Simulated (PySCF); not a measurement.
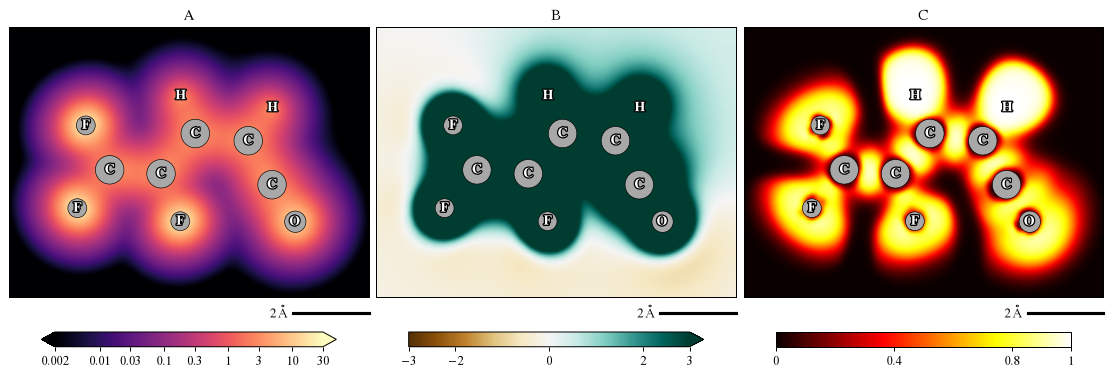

C$_{5}$H$_{2}$F$_{3}$O (doublet): 3 fields on the molecular plane, with unlabelled colour scales. Grey discs cover the atomic cores.

Geometry: GFN2-xTB.

Computed with UKS B3LYP, pcH-1 on C F H O, non-relativistic, mean-field spin-orbit, GIAO in PySCF.

**The panels show electron density, electron localisation function and electrostatic potential in some order. Assign them.**

Panel A: electron density. Panel B: electrostatic potential (strongly positive close to the atoms, with negative regions outside electron-rich atoms). Panel C: electron localisation function. From the grid: C–O (1.16 Å): ρ at the midpoint is about 3.7 e/Å³; the ELF peaks at about 0.85 between the atoms: a short, multiple covalent bond. C–C (1.32 Å): ρ is about 2.3 e/Å³ halfway; the ELF peaks at about 0.95 between the atoms; a short, multiple covalent bond.
